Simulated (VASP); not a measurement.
# FePt: the relaxed cell at several levels

Aim: relax FePt at several levels and hold each cell against experiment. The levels: PBE, LDA, r2SCAN and PBE + D3(BJ). The start is a cell from a database of measured crystal structures.

Program: VASP 6.6.1. Level of theory: PBE, spin-polarised from a ferromagnetic start (one magnetic atom a cell); plane waves and PAW (Fe, Pt), in the first sound run; inputs show where later runs differ. Results are calculated unless marked as measured.

## 1. Starting point

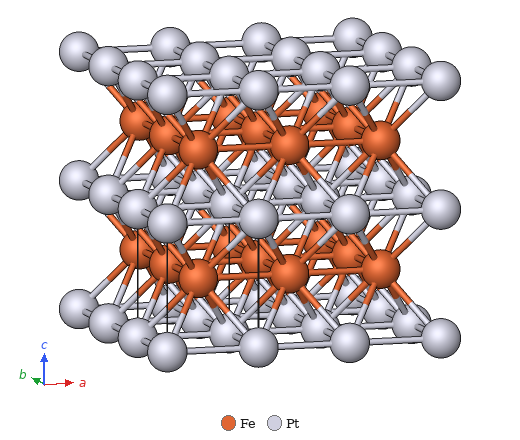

The starting structure, seen slightly off an axis (iron orange, platinum light grey). 3×3×2 cells are drawn. Some periodic images of atoms are drawn too.

## 2. Relaxation with PBE

The start need not lie at this functional's minimum. ISIF = 3 frees volume, shape and positions, and EDIFFG sets the threshold on forces and stress at which the search stops. PBE, the usual starting point, adds the gradient of the density.

File INCAR:

```
SYSTEM = FePt
PREC = Accurate
ENCUT = 520
EDIFF = 1E-06
NELM = 100
ISMEAR = -1
SIGMA = 0.05
LREAL = .FALSE.
ALGO = Normal
GGA = PE
NBANDS = 18
ISPIN = 2
MAGMOM = 3 0
LASPH = .TRUE.
LMAXMIX = 4
LORBIT = 11
LWAVE = .FALSE.
LCHARG = .FALSE.
KPAR = 2
IBRION = 2
NSW = 60
ISIF = 3
EDIFFG = -0.01
```

File POSCAR:

```
FePt
1.0
    2.7216540008      0.0000000000      0.0000000000
    0.0000000000      2.7216540008      0.0000000000
    0.0000000000      0.0000000000      3.7000000000
Fe Pt
1 1
Direct
    0.5000000000      0.5000000000      0.5000000000
    0.0000000000      0.0000000000      0.0000000000
```

File KPOINTS:

```
Automatic mesh
0
Gamma
10 10 7
0 0 0
```

The projector-augmented-wave data sets are Fe and Pt (PBE family, release 64).

Started as:

```
> mpirun -np 2 vasp_std
```

Output:

```text
[banner, memory and clock lines left out]
running    2 mpi-ranks, on    1 nodes
 distrk:  each k-point on    1 cores,    2 groups
 distr:  one band on    1 cores,    1 groups

 POSCAR found type information on POSCAR FePt
 POSCAR found :  2 types and       2 ions
 LDA part: xc-table for (Slater+PW92), standard interpolation
 POSCAR, INCAR and KPOINTS ok, starting setup
 FFT: planning ... GRIDC
 FFT: planning ... GRID_SOFT
 FFT: planning ... GRID
 WAVECAR not read
 entering main loop
       N       E                     dE             d eps       ncg     rms          rms(c)
DAV:   1     0.956023189438E+02    0.95602E+02   -0.81354E+03  6160   0.109E+03
DAV:   2    -0.124651503774E+02   -0.10807E+03   -0.95489E+02  6118   0.232E+02
DAV:   3    -0.161626059181E+02   -0.36975E+01   -0.35906E+01  7134   0.510E+01
DAV:   4    -0.162061838826E+02   -0.43578E-01   -0.43538E-01  6924   0.461E+00
DAV:   5    -0.162073130439E+02   -0.11292E-02   -0.11291E-02  6978   0.844E-01    0.169E+01
DAV:   6    -0.173120479277E+02   -0.11047E+01   -0.11443E+01  6528   0.695E+01    0.237E+01
DAV:   7    -0.149408919103E+02    0.23712E+01   -0.81407E+00  7714   0.664E+01    0.868E+00
DAV:   8    -0.148866550958E+02    0.54237E-01   -0.37266E-01  7154   0.856E+00    0.402E+00
DAV:   9    -0.148111887139E+02    0.75466E-01   -0.99976E-02  8686   0.620E+00    0.175E+00
DAV:  10    -0.148025635059E+02    0.86252E-02   -0.30074E-02  9118   0.289E+00    0.621E-01
DAV:  11    -0.148018437293E+02    0.71978E-03   -0.23801E-03  8564   0.756E-01    0.246E-01
DAV:  12    -0.148017347738E+02    0.10896E-03   -0.23718E-04  7820   0.197E-01    0.795E-02
DAV:  13    -0.148017329864E+02    0.17874E-05   -0.31052E-05  8034   0.990E-02    0.363E-02
DAV:  14    -0.148017318313E+02    0.11552E-05   -0.58269E-06  7148   0.455E-02    0.117E-02
DAV:  15    -0.148017323601E+02   -0.52888E-06   -0.11341E-06  3822   0.219E-02
   1 F= -.14801732E+02 E0= -.14796177E+02  d E =-.148017E+02  mag=     3.2695
 curvature:   0.00 expect dE= 0.000E+00 dE for cont linesearch  0.000E+00
 trial: gam= 0.00000 g(F)=  0.000E+00 g(S)=  0.426E-01 ort = 0.000E+00 (trialstep = 0.100E+01)
 search vector abs. value=  0.426E-01
 bond charge predicted
       N       E                     dE             d eps       ncg     rms          rms(c)
DAV:   1    -0.153119908409E+02   -0.51026E+00   -0.74367E+00  6466   0.341E+01    0.529E+00
DAV:   2    -0.147931734811E+02    0.51882E+00   -0.10618E+00  6792   0.125E+01    0.333E+00
DAV:   3    -0.147973432699E+02   -0.41698E-02   -0.35649E-02  7164   0.304E+00    0.210E+00
DAV:   4    -0.147948254189E+02    0.25179E-02   -0.25158E-02  7702   0.377E+00    0.926E-01
DAV:   5    -0.147924352295E+02    0.23902E-02   -0.16397E-02  7314   0.296E+00    0.771E-01
DAV:   6    -0.147908991454E+02    0.15361E-02   -0.30974E-03  8414   0.102E+00    0.971E-02
DAV:   7    -0.147909588484E+02   -0.59703E-04   -0.22465E-04  7008   0.150E-01    0.594E-02
DAV:   8    -0.147909746745E+02   -0.15826E-04   -0.12279E-05  6860   0.310E-02    0.296E-02
DAV:   9    -0.147909779599E+02   -0.32854E-05   -0.29964E-06  6470   0.268E-02    0.507E-03
DAV:  10    -0.147909780516E+02   -0.91754E-07   -0.47556E-07  3232   0.996E-03
   2 F= -.14790978E+02 E0= -.14785121E+02  d E =0.107543E-01  mag=     3.3651
[...]
3 F= -.14809871E+02 E0= -.14804141E+02  d E =-.813859E-02  mag=     3.3066
[...]
4 F= -.14809871E+02 E0= -.14804142E+02  d E =-.813898E-02  mag=     3.3057
[...]
5 F= -.14810098E+02 E0= -.14804348E+02  d E =-.226647E-03  mag=     3.3010
[...]
6 F= -.14810190E+02 E0= -.14804427E+02  d E =-.319085E-03  mag=     3.2967
 curvature:  -0.91 expect dE=-0.103E-04 dE for cont linesearch -0.539E-05
 ZBRENT: extrapolating
 opt :   1.9560  next Energy=   -14.810196 (dE=-0.324E-03)
 bond charge predicted
       N       E                     dE             d eps       ncg     rms          rms(c)
DAV:   1    -0.148102260921E+02   -0.35150E-04   -0.19976E-03  6492   0.310E-01    0.409E-02
DAV:   2    -0.148102214594E+02    0.46327E-05   -0.11023E-04  7548   0.228E-01    0.598E-02
DAV:   3    -0.148101993089E+02    0.22151E-04   -0.57785E-05  7454   0.183E-01    0.197E-02
DAV:   4    -0.148101946224E+02    0.46865E-05   -0.75960E-06  7066   0.242E-02    0.795E-03
DAV:   5    -0.148101944091E+02    0.21326E-06   -0.53529E-07  3128   0.138E-02
   7 F= -.14810194E+02 E0= -.14804429E+02  d E =-.323071E-03  mag=     3.2955
 curvature:  -0.87 expect dE=-0.252E-05 dE for cont linesearch -0.229E-09
 trial: gam=-0.02672 g(F)=  0.756E-63 g(S)=  0.291E-05 ort = 0.283E-06 (trialstep = 0.109E+01)
 search vector abs. value=  0.311E-05
 reached required accuracy - stopping structural energy minimisation
```

It took 77 s on 2 MPI ranks of Intel Xeon Platinum 8488C (Sapphire Rapids), shared host; peak memory 0.39 GiB.

Lines that name or quote the potential files are left out of all logs, and their timing lines are given in words.

Parts of OUTCAR (step 2):

```text
ion  position               nearest neighbor table
   1  0.500  0.500  0.500-   2 2.67   2 2.67   2 2.67   2 2.67   2 2.67   2 2.67   2 2.67   2 2.67

  LATTYP: Found a simple tetragonal cell.
 ALAT       =     2.7216540008
 C/A-ratio  =     1.3594674411

 Subroutine GETGRP returns: Found 16 space group operations
 (whereof 16 operations were pure point group operations)

The static configuration has the point symmetry D_4h.

 Found     84 irreducible k-points:

   k-points           NKPTS =     84   k-points in BZ     NKDIM =     84   number of bands    NBANDS=     18

   dimension x,y,z NGX =    20 NGY =   20 NGZ =   28
   dimension x,y,z NGXF=    40 NGYF=   40 NGZF=   56

   ENCUT  =  520.0 eV  38.22 Ry    6.18 a.u.   5.06  5.06  6.88*2*pi/ulx,y,z

   NELECT =      18.0000    total number of electrons

 k-points in reciprocal lattice and weights: Automatic mesh
   0.00000000  0.00000000  0.00000000       0.001
   0.10000000  0.00000000  0.00000000       0.006
   0.20000000  0.00000000  0.00000000       0.006
   0.30000000  0.00000000  0.00000000       0.006
   0.40000000  0.00000000  0.00000000       0.006
   0.50000000  0.00000000  0.00000000       0.003
   0.10000000  0.10000000  0.00000000       0.006
   0.20000000  0.10000000  0.00000000       0.011
   0.30000000  0.10000000  0.00000000       0.011
[...]
0.50000000  0.40000000  0.42857143       0.011
   0.50000000  0.50000000  0.42857143       0.003

 average (electrostatic) potential at core
       1 -41.1537       2 -65.6446

 E-fermi :   8.5238

 spin component 1
 k-point     1 :       0.0000    0.0000    0.0000
  band No.  band energies     occupation
    ...
      7       6.3769      1.00000
      8       6.5443      1.00000
      9       7.9757      0.99998
     10       8.0766      0.99987
     11       8.0766      0.99987
     12      10.7301      0.00000
     13      18.0323      0.00000
     14      20.1298      0.00000
     15      20.1298      0.00000
     16      25.6827      0.00000
    ...

 k-point     2 :       0.1000    0.0000    0.0000
  band No.  band energies     occupation
    ...
      7       6.3187      1.00000
      8       6.5453      1.00000
      9       7.3718      1.00000
     10       7.7506      1.00000
     11       8.0113      0.99996
     12      11.6774      0.00000
     13      17.7631      0.00000
     14      18.9887      0.00000
     15      20.5997      0.00000
     16      25.9011      0.00000
    ...

 k-point     3 :       0.2000    0.0000    0.0000
  band No.  band energies     occupation
    ...
      7       6.1713      1.00000
      8       6.3335      1.00000
      9       6.6554      1.00000
     10       7.2114      1.00000
     11       7.8204      1.00000
     12      13.4638      0.00000
     13      15.8702      0.00000
     14      18.3008      0.00000
     15      21.8722      0.00000
     16      25.0814      0.00000
    ...

 k-point     4 :       0.3000    0.0000    0.0000
  band No.  band energies     occupation
    ...
      7       5.7026      1.00000
      8       6.0016      1.00000
      9       6.6178      1.00000
     10       7.1299      1.00000
     11       7.5214      1.00000
     12      13.4773      0.00000
     13      15.4884      0.00000
     14      18.2617      0.00000
     15      23.2848      0.00000
     16      23.6837      0.00000
    ...

 k-point     5 :       0.4000    0.0000    0.0000
  band No.  band energies     occupation
    ...
      7       5.8882      1.00000
      8       6.0839      1.00000
      9       6.1662      1.00000
     10       7.1564      1.00000
     11       7.9679      0.99999
     12      11.4972      0.00000
     13      17.5588      0.00000
     14      18.5104      0.00000
     15      21.6913      0.00000
     16      22.9526      0.00000
    ...

 k-point     6 :       0.5000    0.0000    0.0000
  band No.  band energies     occupation
    ...
      6       5.0815      1.00000
      7       5.8793      1.00000
      8       5.9696      1.00000
      9       6.3404      1.00000
     10       6.9060      1.00000
     11       8.6100      0.15142
     12      10.5043      0.00000
     13      18.8375      0.00000
     14      18.9090      0.00000
     15      20.8290      0.00000
    ...

  Total        0.0061813      0.0061813      0.0066553      0.0000000      0.0000000     -0.0000000
  in kB        0.3539202      0.3539202      0.3810600      0.0000000      0.0000000     -0.0000000
  external PRESSURE =       0.3629668 kB  Pullay stress =       0.0000000 kB

  energy-cutoff  :      520.00
  volume of cell :       27.98
      direct lattice vectors                 reciprocal lattice vectors
     2.732830286  0.000000000  0.000000000     0.365921003 -0.000000000 -0.000000000
     0.000000000  2.732830286  0.000000000     0.000000000  0.365921003 -0.000000000
     0.000000000  0.000000000  3.746791571    -0.000000000 -0.000000000  0.266895017

 POSITION                                       TOTAL-FORCE (eV/Angst)
 -----------------------------------------------------------------------------------
      1.36642      1.36642      1.87340        -0.000000      0.000000      0.000000
      2.73283      0.00000      0.00000         0.000000     -0.000000      0.000000
 -----------------------------------------------------------------------------------
    total drift:                               -0.000000      0.000000     -0.000000

  FREE ENERGIE OF THE ION-ELECTRON SYSTEM (eV)
  ---------------------------------------------------
  free  energy   TOTEN  =       -14.8101944091 eV

  energy  without entropy=      -14.7986628441  energy(sigma->0) =      -14.80442863

 reached required accuracy - stopping structural energy minimisation

 total charge
# of ion       s       p       d       tot
------------------------------------------
    1        0.404   0.441   6.112   6.957
    2        0.707   0.649   8.047   9.404
--------------------------------------------------
tot          1.112   1.090  14.160  16.361

 magnetization (x)
# of ion       s       p       d       tot
------------------------------------------
    1        0.005  -0.007   2.942   2.940
    2       -0.025  -0.065   0.426   0.335
--------------------------------------------------
tot         -0.021  -0.072   3.368   3.275

[... 6 further parts left out ...]
```

The cell holds one magnetic atom, so no antiferromagnetic order fits into it. The k-mesh is coarse for a metal. The run keeps the 16 symmetry operations of its start, so it cannot find a distortion of lower symmetry.

Relaxation path:

```
step  energy less that of the first step (eV)  largest force (eV/Å)  pressure (GPa)  volume (Å³)
   1                                   0.0000                0.0000            4.44        27.41
   2                                   0.0108                0.0000           -6.20        28.94
   3                                  -0.0081                0.0000           -0.10        28.00
   4                                  -0.0081                0.0000            0.15        27.99
   5                                  -0.0084                0.0000            0.03        27.99
   6                                  -0.0085                0.0000            0.05        27.98
   7                                  -0.0085                0.0000            0.04        27.98
```

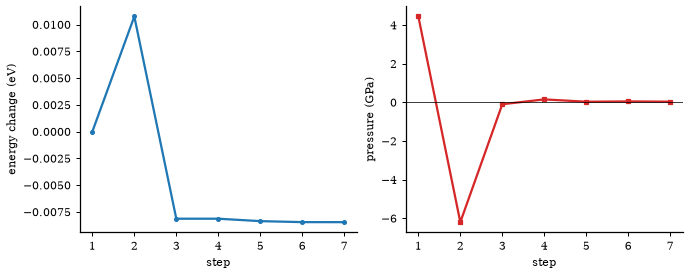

Energy and pressure along the relaxation.

```csv
"conventional cell, symmetrised",before,after,change
a (Å),2.722,2.733,+0.4 %
b (Å),2.722,2.733,+0.4 %
c (Å),3.700,3.747,+1.3 %
volume (Å³/atom),13.70,13.99,+2.1 %
```

The relaxed structure:

```xyz
2
Lattice="2.7328 0.0000 0.0000 0.0000 2.7328 0.0000 0.0000 0.0000 3.7468" Properties=species:S:1:pos:R:3 pbc="T T T"
Fe    1.3664    1.3664    1.8734
Pt    0.0000    0.0000    0.0000
```

This step gave:

* electrons: 18
* bands: 18
* irreducible k points: 84
* symmetry operations: 16
* free energy (TOTEN): -14.81 eV
* energy at zero smearing: -14.80 eV
* Fermi energy: 8.524 eV
* pressure: 0.03630 GPa
* moment of the cell, from the last line of the log: 3.296 μB
* metallic: yes
* SCF cycles over all ionic steps: 55

Spin moment in the PAW sphere by atom:

```csv
atom,spin moment in the PAW sphere (μB)
Fe1,2.94
Pt2,0.34
```

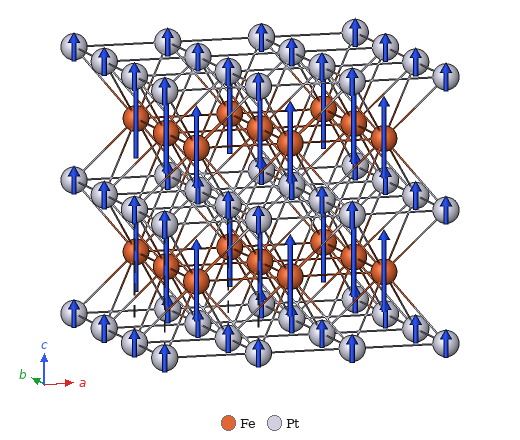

Spin moment in the PAW sphere as arrows, the longest 2.94 μB. Up and down stand for the sign. Arrows give size and sign along the axis of quantisation, drawn up and down the page. Each arrow also spans its atom, so small moments look longer than they are. 3×3×2 cells are drawn. Some periodic images of atoms are drawn too.

It ends with forces that vanish by symmetry and a pressure of 0.04 GPa. The volume lies +2.1 % from that of the database's start. The conventional cell has a = 2.733 and c = 3.747 Å. The largest moment is 2.94 μB.

(Continued in part 2 of 3.)

[Lines on the potential files, build, host, timing and source positions are cut from VASP's logs without a mark.]

[Logs are printed without paths, hosts, clocks, repeated set-up lines and the standing remarks that a program may print on its own settings, such as how far it seeks lower states.]

[Hosts, paths, dates, database ids (printed as entryN), source tags and the programs' standing remarks are cut or masked in the printed files.]

[A measured line is paired with the nearest computed mode of its activity, which favours agreement.]
